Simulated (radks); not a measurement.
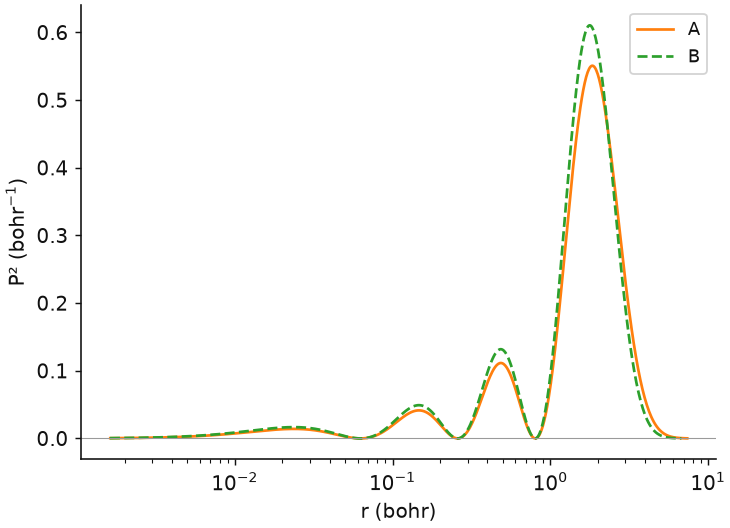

Two charge states of gallium were computed: Ga²⁺ in [Ar] 3d10 4s1 (high spin); Ga⁺ in [Ar] 3d10 4s2. Method: scalar-relativistic Kohn-Sham, PBE, spin-polarised, spherical densities, finite nucleus; computed with the in-house radial solver radks.

The plot shows P² of the 4s up orbital in both runs (large components where relativistic).

Question: Assign A and B.

Answer: A is Ga⁺ in [Ar] 3d10 4s2 (⟨r⟩ = 2.22 bohr, eigenvalue −16.3 eV); B is Ga²⁺ in [Ar] 3d10 4s1 (high spin) (⟨r⟩ = 2.07 bohr, eigenvalue −26.7 eV). Fewer electrons screen less, so the orbital shrinks.
